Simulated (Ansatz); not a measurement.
# C2H6Cl2Si (dichlorodimethylsilane) at B2PLYP/def2-SVP

What is the electronic atomisation energy of C2H6Cl2Si (dichlorodimethylsilane) at B2PLYP/def2-SVP? 

Program for the calculation: Ansatz 0.2.0.

81 further runs of the same task are left out: 81 set aside as unsound or not needed.

### 1 The system as given

The species is C2H6Cl2Si (11 atoms), meant as a singlet with charge 0. SMILES: `C[Si](C)(Cl)Cl`. The shape is that of a PBE0-D4/def2-TZVP optimisation.

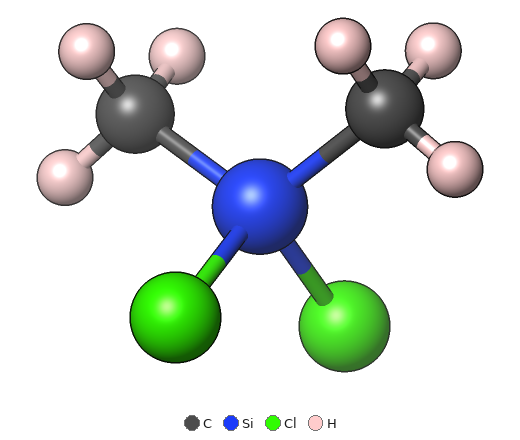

The structure, seen from a chosen angle (carbon dark grey, silicon blue, chlorine green, hydrogen pink).

### 2 The energy at B2PLYP/def2-SVP

File input.yaml:

```yaml
crystal:
  periodic: [false, false, false]
  atoms:
    - {symbol: C, position_ang: [-1.474780, 0.260330, 0.569630]}
    - {symbol: Si, position_ang: [0.049440, 0.400780, -0.470390]}
    - {symbol: C, position_ang: [1.413930, -0.753620, 0.009340]}
    - {symbol: Cl, position_ang: [-0.457830, 0.039560, -2.432040]}
    - {symbol: Cl, position_ang: [0.750400, 2.332220, -0.351670]}
    - {symbol: H, position_ang: [-1.240880, 0.476080, 1.614990]}
    - {symbol: H, position_ang: [-2.234960, 0.966850, 0.231850]}
    - {symbol: H, position_ang: [-1.886320, -0.749770, 0.503510]}
    - {symbol: H, position_ang: [1.724400, -0.565080, 1.039920]}
    - {symbol: H, position_ang: [2.278000, -0.616910, -0.643230]}
    - {symbol: H, position_ang: [1.078600, -1.790430, -0.071900]}
basis:
  gaussian:
    orbitals: def2-SVP
hamiltonian:
  xc: {name: B2PLYP}
correlation:
  frozen_orbitals: {C: 1, Cl: 5, H: 0, Si: 5}
accuracy: high
output: {orbitals: {seedname: orbitals}}
```

The run is started by

```console
ansatz run input.yaml --threads 1 --pin off --max-ram 3480MiB --events-out events.jsonl --progress --plain --runs-dir runs
```

Log:

```text
Warning: RAYON_NUM_THREADS=1 ignored (pool sized by the plan → 1); use --threads N
Functional definition: B2PLYP
  name "B2PLYP"
  parameter a = 0.53
  parameter c = 0.27
  exchange = (1 - a)*b88_x + a*exact_x
  correlation = (1 - c)*lyp_c + c*(mp2_os + mp2_ss)
2521 factors; integrals over basis functions are off by at most 7.6e-9 eV
mean field evaluation 1: about -35061.6232 eV, gradient 4.4e1 eV
mean field evaluation 2: about -35062.0774 eV, gradient 4.4e1 eV
mean field evaluation 4: about -35066.5945 eV, gradient 1.7e0 eV
mean field evaluation 8: about -35066.6154 eV, gradient 1.8e-1 eV
mean field evaluation 16: about -35066.6155 eV, gradient 1.3e-5 eV
mean field -35066.61554218 eV, -1288.6743521693 hartree, gradient 2.6e-8 eV, S^2 0.000000; 0 other end points of the search recorded, 0 dependent functions left out
17 core orbitals not correlated: weight in the atoms' cores, before any rotation towards them, 1.000 or more for the frozen orbitals, at most 0.000 for the correlated occupied ones
reference -35066.61556834 eV, -1288.6743531308 hartree; 16, 16 occupied and 79, 79 virtual orbitals, 2521 factors
second order -21.50061517 eV of doubles, -0.00000000 eV of singles
Total energy: -35072.42073444 eV, -1288.8876890499 hartree
```

Wall time 24 s (1 thread of Arm Neoverse V1, shared host); peak memory 0.47 GiB.

### 3 The C atom at the same level

File molecule.yaml:

```yaml
basis:
  gaussian:
    orbitals: def2-SVP
crystal:
  periodic: [false, false, false]
  atoms:
    - {symbol: C, position_ang: [0.000000, 0.000000, 0.000000]}
magnetization:
  spin_polarized: true
  initial_magnetization: 2
hamiltonian:
  xc: {name: B2PLYP}
correlation:
  frozen_orbitals: {C: 1}
accuracy: high
```

The run is started by

```console
ansatz run molecule.yaml --threads 1 --pin off --max-ram 3480MiB --events-out events.jsonl --progress --plain --runs-dir runs
```

Log, cut to the lines that bear on the results:

```text
Warning: RAYON_NUM_THREADS=1 ignored (pool sized by the plan → 1); use --threads N
[... 6 set-up lines as earlier in the session ...]
95 factors; integrals over basis functions are off by at most 1.9e-9 eV
mean field evaluation 1: about -1027.3863 eV, gradient 3.7e0 eV
mean field evaluation 2: about -1027.3867 eV, gradient 3.7e0 eV
mean field evaluation 4: about -1027.4794 eV, gradient 3.7e-2 eV
mean field evaluation 8: about -1027.4794 eV, gradient 7.4e-5 eV
mean field -1027.47938075 eV, -37.7591707919 hartree, gradient 3.0e-8 eV, S^2 2.003868; 0 other end points of the search recorded, 0 dependent functions left out
1 core orbitals not correlated: weight in the atoms' cores, before any rotation towards them, 1.000 or more for the frozen orbitals, at most 0.000 for the correlated occupied ones
reference -1027.47939365 eV, -37.7591712661 hartree; 3, 1 occupied and 10, 12 virtual orbitals, 95 factors
second order -1.68898481 eV of doubles, -0.00000000 eV of singles
Total energy: -1027.93541955 eV, -37.7759299088 hartree
```

It took 0.32 s on 1 thread of Arm Neoverse V1, shared host.

### 4 The Cl atom at the same level

File job.yaml:

```yaml
crystal:
  periodic: [false, false, false]
  atoms:
    - symbol: Cl
      position_ang: [0.000000, 0.000000, 0.000000]
basis:
  gaussian:
    orbitals: def2-SVP
magnetization:
  spin_polarized: true
  initial_magnetization: 1
hamiltonian:
  xc: {name: B2PLYP}
correlation:
  frozen_orbitals: {Cl: 5}
accuracy: high
```

Run the same way, it converges to -459.84682 Eh (log not shown).

### 5 The H atom at the same level

File input.yaml:

```yaml
basis:
  gaussian: {orbitals: def2-SVP}
crystal:
  periodic: [false, false, false]
  atoms:
    - {symbol: H, position_ang: [0.000000, 0.000000, 0.000000]}
magnetization: {spin_polarized: true, initial_magnetization: 1}
hamiltonian: {xc: {name: B2PLYP}}
correlation: {frozen_orbitals: {H: 0}}
accuracy: high
```

Run the same way, it converges to -0.49793 Eh (log not shown).

### 6 The Si atom

File job.yaml:

```yaml
crystal:
  periodic: [false, false, false]
  atoms:
    - symbol: Si
      position_ang: [0.000000, 0.000000, 0.000000]
basis:
  gaussian:
    orbitals: def2-SVP
accuracy: high
hamiltonian:
  xc: {name: B2PLYP}
magnetization:
  spin_polarized: true
  initial_magnetization: 2
correlation:
  frozen_orbitals: {Si: 5}
```

The run is started by

```console
ansatz run job.yaml --threads 1 --pin off --max-ram 3480MiB --events-out events.jsonl --progress --plain --runs-dir runs
```

Log, cut to the lines that bear on the results:

```text
Warning: RAYON_NUM_THREADS=1 ignored (pool sized by the plan → 1); use --threads N
[... 2 set-up lines as earlier in the session ...]
[...]
134 factors; integrals over basis functions are off by at most 2.5e-9 eV
[...]
mean field -7867.80425583 eV, -289.1364734125 hartree, gradient 3.7e-9 eV, S^2 2.004644; 0 other end points of the search recorded, 0 dependent functions left out
5 core orbitals not correlated: weight in the atoms' cores, before any rotation towards them, 1.000 or more for the frozen orbitals, at most 0.000 for the correlated occupied ones
reference -7867.80426990 eV, -289.1364739296 hartree; 3, 1 occupied and 10, 12 virtual orbitals, 134 factors
second order -1.52364337 eV of doubles, -0.00000000 eV of singles
Total energy: -7868.21565361 eV, -289.1515920020 hartree
```

It took 0.65 s on 1 thread of Arm Neoverse V1, shared host.

### 7 Outcome

Level: B2PLYP/def2-SVP, 17 core orbitals frozen.

| quantity | value |
| --- | --- |
| molecule: total energy | -1288.88769 Eh |
| molecule: HOMO energy (SCF part's orbitals) | -9.68 eV |
| molecule: LUMO energy (SCF part's orbitals) | 2.47 eV |
| molecule: HOMO–LUMO gap (SCF part's orbitals) | 12.16 eV |
| C atom: total energy | -37.77593 Eh |
| C atom: ⟨S²⟩ | 2.004 |
| Cl atom: total energy | -459.84682 Eh |
| Cl atom: ⟨S²⟩ | 0.753 |
| H atom: total energy | -0.49793 Eh |
| H atom: ⟨S²⟩ | 0.750 |
| Si atom: total energy | -289.15159 Eh |
| Si atom: ⟨S²⟩ | 2.005 |
| electronic atomisation energy | 40.900 eV |

What this shows: Taking the molecule apart into free atoms costs 40.90 eV (943 kcal/mol), before zero-point energy and without spin-orbit coupling.
